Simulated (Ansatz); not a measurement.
# MoSe: the cost of one run

Program: Ansatz 0.2.0. Level of theory: DFT PBE+U, scalar-relativistic, plane waves, PAW. These are calculated values, not measurements.

## Step 1: The starting structure

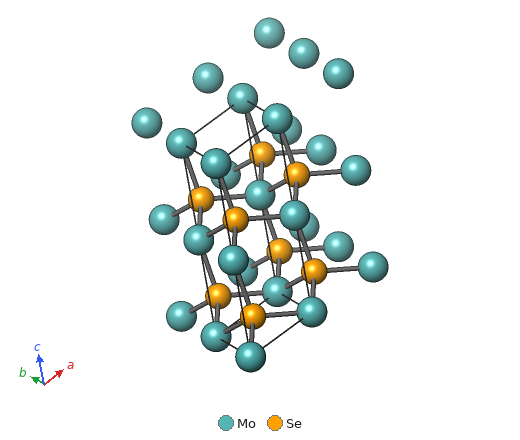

The starting structure, seen slightly off an axis (molybdenum teal, selenium orange). 2×2×1 cells are drawn. Atoms on the faces are drawn again on the opposite ones.

Structure file:

```cif
data_structure
_symmetry_space_group_name_H-M 'P 1'
_symmetry_Int_Tables_number 1
_cell_length_a 4.1006
_cell_length_b 4.1006
_cell_length_c 8.2012
_cell_angle_alpha 60.000
_cell_angle_beta 60.000
_cell_angle_gamma 60.000
_cell_volume 97.51
loop_
_atom_site_label
_atom_site_type_symbol
_atom_site_fract_x
_atom_site_fract_y
_atom_site_fract_z
_atom_site_occupancy
Mo1 Mo 0.00000 0.00000 0.00000 1
Se1 Se 0.25000 0.25000 0.12500 1
Mo2 Mo 0.00000 0.00000 0.50000 1
Se2 Se 0.25000 0.25000 0.62500 1
```

## Step 2: Volume dafm0: 0.8 V/V0

Contents of input.yaml:

```yaml
crystal:
  lattice:
    - [0.0, 2.8995557746, 2.8995557746]
    - [2.8995557746, 0.0, 2.8995557746]
    - [5.7991115493, 5.7991115493, 0.0]
  atoms:
    - { symbol: Mo, position: [1.0, 0.0, 0.0], spin: 2.0 }
    - { symbol: Se, position: [0.25, 0.25, 0.125] }
    - { symbol: Mo, position: [1.0, 0.0, 0.5], spin: -2.0 }
    - { symbol: Se, position: [0.25, 0.25, 0.625] }
basis:
  ecutwfc: 420
kpoints:
  mp_grid: { grid: [12, 12, 6] }
hamiltonian:
  xc: pbe
  hubbard: { sites: [{ species: Mo, l: d, u_eff: 4.38 }] }
scf:
  occupations: { method: gaussian, width: 0.1 }
output:
  forces: true
  stress: true
  eigenvalues: true
  populations: true
magnetization:
  spin_polarized: true
```

The run is started by

```bash
$ ansatz run input.yaml --threads 1 --pin off --max-ram 2560MiB --backend cpu --events-out ev --progress --plain --runs-dir out
```

**Question.** How long does this run take on 1 thread of Intel Xeon 6975P-C (Granite Rapids), shared host, and how much memory does it need?

About 27 s, with a peak of 0.93 GiB.
